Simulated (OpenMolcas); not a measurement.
# Ta⁴⁺ among point charges: CASSCF and CASPT2 levels, g values and susceptibility

Aim: the splitting of the states of Ta⁴⁺ in the field of 6 point charges, its lowest levels with spin-orbit coupling and its magnetic susceptibility.

Method: state-averaged CASSCF and CASPT2, spin-orbit coupling by RASSI with atomic mean-field integrals. Code: OpenMolcas 26.06.

## Step 1: Starting point

* Species: Ta⁴⁺ (tantalum, Z = 73, 69 electrons)
* Basis: ANO-RCC-VDZP [7s6p4d2f1g], 68 functions
* Scalar Hamiltonian: DKH2, point nucleus
* Inactive shells: 1s 2s 2p 3s 3p 3d 4s 4p 4d 4f 5s 5p
* Active space: 1 electron in 5 orbitals (5d)
* Some configurations of this space: 5d
* Orbitals: optimised for each spin and parity, averaged over all roots

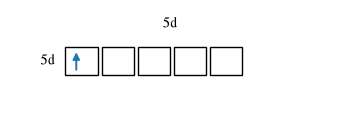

The shells outside the core, filled by Hund's rule for the drawing.

The ion sits among 6 point charges of -0.5 e arranged as an octahedron (Oh), 1.97 Å from the ion.

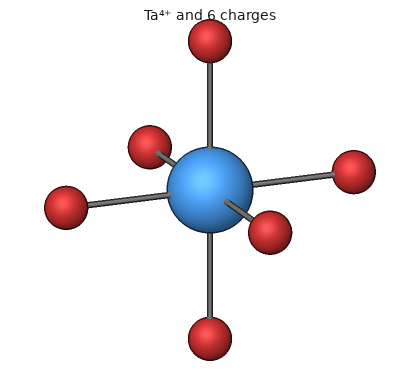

The ion and the point charges (red).

The work runs as a chain of OpenMolcas steps in one folder; each step below is one input file. The outputs are cut to the sections that carry results. Labels, J, g values, rates, χT and fits are worked out afterwards by a script from the matrices that RASSI stores. The input lists half of the charges; inversion (Group=XYZ) makes the rest.

## Step 2: Basis and integrals

The input, a.inp:

```
&GATEWAY
Coord
1

Ta 0.0 0.0 0.0
Basis=ANO-RCC-VDZP
Group=XYZ
NoMove
AngMom=0.0 0.0 0.0
AMFI
XField
3 Angstrom 0
1.970000 0.000000 0.000000 -0.500000
0.000000 1.970000 0.000000 -0.500000
0.000000 0.000000 1.970000 -0.500000
&SEWARD
```

Command:

```bash
$ OMP_NUM_THREADS=1 MOLCAS_MEM=1689 MOLCAS_PROJECT=a pymolcas a.inp > a.log
```

Log:

```text
Basis set label: TA.ANO-RCC...7S6P4D2F1G.

      Electronic valence basis set:
      ------------------
      Associated Effective Charge  73.000000 au
      Associated Actual Charge     73.000000 au
      Nuclear Model: Point charge

      Shell  nPrim  nBasis  Cartesian Spherical Contaminant
         s      24       7        X
         p      21       6        X
         d      15       4                 X
         f      11       2                 X
         g       4       1                 X
                  Relativistic Douglas-Kroll-Hess integrals:
                    - DKH order of Hamiltonian: 2
                    - DKH order of Properties : 0
                  Atomic mean-field integrals
```

## Step 3: Reference wave functions, doublets of even parity, 5 roots

The input, a.inp:

```
&RASSCF
FileOrb=start.orb
Symmetry=1
Spin=2
nActEl=1 0 0
Inactive=15 19
Ras2=5 0
CIRoot=5 5 1
SDav=5
CIMx=300
Iter=120 100
PrWF=0.3
OrbListing=Nothing
MaxOrb=0
>>> COPY $Project.JobIph JOB001
```

start.orb holds the contracted functions of the basis, ordered by shell, or the orbitals of the step before.

Log, cut to the lines that bear on the results:

```text
[...]
      Number of active orbitals                  5
[...]
      Spin quantum number                      0.5
[...]
      Active orbitals                            5   0
[...]
      Number of CSFs                             5
      Number of root(s) required                 5
[...]
      Convergence after  9 iterations
[...]
      Natural orbitals and occupation numbers for root  1
      sym 1:   0.000000   1.000000  -0.000000   0.000000  -0.000000
      Natural orbitals and occupation numbers for root  2
      sym 1:   0.000000  -0.000000   0.000000   1.000000   0.000000
      Natural orbitals and occupation numbers for root  3
      sym 1:   1.000000   0.000000   0.000000   0.000000   0.000000
::    RASSCF root number  1 Total energy: -15590.24102469
::    RASSCF root number  2 Total energy: -15590.24102469
::    RASSCF root number  3 Total energy: -15590.24102469
::    RASSCF root number  4 Total energy: -15590.21698930
::    RASSCF root number  5 Total energy: -15590.21698930
```

## Step 4: State interaction with spin-orbit coupling

The input, a.inp:

```
&RASSI
NrOfJobIphs=1 5
1 2 3 4 5
IphNames
JOB001
EJob
SpinOrbit
DIPRint=1.0
SOCoupling=1000.0
Subsets=2
Property=9
'ANGMOM' 1 'ANGMOM' 2 'ANGMOM' 3 'MLTPL  1' 1 'MLTPL  1' 2 'MLTPL  1' 3
'AMFI' 1 'AMFI' 2 'AMFI' 3
SOProperty=3
'ANGMOM' 1 'ANGMOM' 2 'ANGMOM' 3
```

Log, cut to the lines that bear on the results:

```text
SPIN-FREE ENERGIES:
  (Shifted by EMIN (a.u.) =     -15590.2410246935)
 SF State       Relative EMIN(au)   Rel lowest level(eV)    D:o, cm**(-1)      L_eff
     1             0.0000000000        0.0000000000              0.0000         2.0
     2             0.0000000000        0.0000000000              0.0000         2.0
     3             0.0000000000        0.0000000000              0.0000         2.0
     4             0.0240353944        0.6540364003           5275.1593         2.0
     5             0.0240353944        0.6540364003           5275.1593         2.0
     Dipole printing threshold changed to   1.00000000E+00
Eigenvalues of complex Hamiltonian:
   -----------------------------------
  (Shifted by EMIN (a.u.) =     -15590.2410246935)
 SO State       Relative EMIN(au)   Rel lowest level(eV)    D:o, cm**(-1)     J-value
     1            -0.0150365536        0.0000000000              0.0000         0.9
     2            -0.0150365536        0.0000000000              0.0000         0.9
     3            -0.0150365536        0.0000000000              0.0000         1.5
     4            -0.0150365536        0.0000000000              0.0000         1.5
     5             0.0140114500        0.7904364450           6375.2999         2.0
     6             0.0140114500        0.7904364450           6375.2999         2.0
     7             0.0320662230        1.2817318465          10337.8645         1.7
     8             0.0320662230        1.2817318465          10337.8645         1.7
     9             0.0320662230        1.2817318464          10337.8645         2.1
    10             0.0320662230        1.2817318464          10337.8645         2.1
Weights of the five most important spin-orbit-free states for each spin-orbit state.
[...]
```

These steps: 2.7 s of run time, 1 thread of Arm Neoverse N1, shared host.

States without spin-orbit coupling:

```csv
state,degeneracy,E (cm-1),free-ion L (%)
2T2,3,0,D (100)
2E,2,5275,D (100)
```

With spin-orbit coupling:

```json
{"E (cm-1)": "0.0", "Degeneracy": "4", "Label": "Γ8", "2S+1": "2", "g": ""}
{"E (cm-1)": "6375", "Degeneracy": "2", "Label": "Γ7", "2S+1": "2", "g": "2.00 2.00 2.00"}
{"E (cm-1)": "10338", "Degeneracy": "4", "Label": "Γ8", "2S+1": "2", "g": ""}
```

Principal g values are given for doublets only; a zero marks a field direction without first-order Zeeman splitting.

Powder χT (cm³ K/mol): 0.21 at 2 K, 0.22 at 5 K, 0.22 at 10 K, 0.22 at 20 K, 0.22 at 50 K, 0.22 at 100 K, 0.22 at 150 K, 0.22 at 200 K, 0.23 at 250 K, 0.23 at 300 K.

A ligand-field fit to the states below 45000 cm-1 gives 10Dq = 5275 cm-1, the gap between the two states.

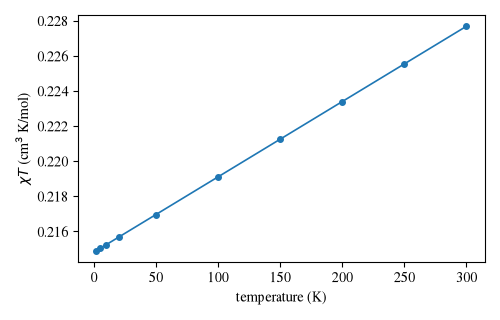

χT against temperature.

## Step 5: CASPT2: IPEA 0.25, imaginary shift 0.1 (closed shells correlated: 4f 5s 5p)

The input, a.inp:

```
>>> COPY JOB001 $Project.JobIph
&CASPT2
Multistate=5 1 2 3 4 5
NoMult
Frozen=14 9
IPEA=0.25
Imaginary=0.1
MaxIter=60
WThr=0.0 0.3 0.05
PrWF=0.5
NoMix
```

Command:

```bash
$ OMP_NUM_THREADS=1 MOLCAS_MEM=1689 MOLCAS_PROJECT=a pymolcas a.inp > a.log
```

Log:

```text
Orbital specifications:
      -----------------------

      Symmetry species                           1   2
                                                ag  au
      Frozen orbitals                           14   9
      Inactive orbitals                          1  10
      Active orbitals                            5   0
      Secondary orbitals                        16  13
      Deleted orbitals                           0   0
      Number of basis functions                 36  32
Type of calculation                        SS-CASPT2
      Fock operator                              state-specific
      IPEA shift                                 0.25
      Real shift                                 0.00
      Imaginary shift                            0.10
      The input orbitals will be transformed to quasi-canonical
Reference energy:      -15590.2410246935
      E2 (Non-variational):      -0.8280856440
      Shift correction:          -0.0001244218
      E2 (Variational):          -0.8282100658
      Total energy:          -15591.0692347594
      Residual norm:              0.0000002114
      Reference weight:           0.91779
      Contributions to the CASPT2 correlation energy
      Active & Virtual Only:          0.0000000000
      One Inactive Excited:          -0.0420303962
      Two Inactive Excited:          -0.7860552479
Reference energy:      -15590.2410246935
      E2 (Non-variational):      -0.8284193635
      Shift correction:          -0.0001248099
      E2 (Variational):          -0.8285441734
      Total energy:          -15591.0695688669
      Residual norm:              0.0000002120
      Reference weight:           0.91768
      Contributions to the CASPT2 correlation energy
      Active & Virtual Only:          0.0000000000
      One Inactive Excited:          -0.0423647211
      Two Inactive Excited:          -0.7860546425
::    CASPT2 Root  1     Total energy: -15591.06923476
::    CASPT2 Root  2     Total energy: -15591.06956887
::    CASPT2 Root  3     Total energy: -15591.06956871
::    CASPT2 Root  4     Total energy: -15591.04551122
::    CASPT2 Root  5     Total energy: -15591.04553768
```

This run took 1.3 s in all on 1 thread of Arm Neoverse N1, shared host.

SS-CASPT2: correlation energy of the lowest state -0.8284 hartree; reference weights 0.918.

States without spin-orbit coupling:

```csv
state,degeneracy,E (cm-1),free-ion L (%)
2T2,3,0,D (100)
2E,2,5253,D (100)
```

With spin-orbit coupling:

```tsv
E (cm-1)	Degeneracy	Label	2S+1	g
0	4	Γ8	2	
6380	2	Γ7	2	2.00 2.00 2.00
10320	4	Γ8	2
```

Powder χT (cm³ K/mol): 0.22 at 2 K, 0.22 at 5 K, 0.22 at 10 K, 0.22 at 20 K, 0.22 at 50 K, 0.22 at 100 K, 0.22 at 150 K, 0.22 at 200 K, 0.23 at 250 K, 0.23 at 300 K.

A ligand-field fit to the states below 45000 cm-1 gives 10Dq = 5253 cm-1, the gap between the two states.

## Step 6: The methods side by side

A. CASSCF
B. SS-CASPT2, IPEA 0.25, imaginary shift 0.1 (closed shells correlated: 4f 5s 5p)

```csv
method,ground state,first state of that spin (cm-1),first gap with spin-orbit (cm-1),χT at 300 K
A,2T2,2E 5275,6375.3,0.23
B,2T2,2E 5253,6379.1,0.23
```

## Step 7: Outcome

| quantity | value |
| --- | --- |
| method | SS-CASPT2, IPEA 0.25, imaginary shift 0.1 (closed shells correlated: 4f 5s 5p) |
| spin-free ground state | 2T2, 3-fold in its orbital part |
| first state of the same spin | 2E at 5250 cm⁻¹ |
| lowest level | 4-fold Γ8 |
| next level | 6379.1 cm⁻¹ |
| χT at 300 K | 0.23 cm³ K/mol |
| effective moment at 300 K | 1.35 μB |

Cost by method:

```csv
method,time of its own steps,time with the reference
A. CASSCF,2.7 s,2.7 s
"B. SS-CASPT2, IPEA 0.25, imaginary shift 0.1, +4f 5s 5p",1.3 s,4 s
```

Times are of one thread on a shared host.

**Reading.** The spin-free ground state (2T2) comes to 100 % from free-ion D terms and keeps the highest spin of the shell. χT at 300 K is 0.23, against 0.38 cm³ K/mol for the spin alone, so orbital moment lowers it. A ligand-field fit to the states below 45000 cm-1 gives 10Dq = 5253 cm-1, the gap between the two states. CASPT2 does not keep the components of a term degenerate, and the means are used. Point charges give too small a field for d ions at true ligand charges. This is an electrostatic model: the charges have no orbitals.
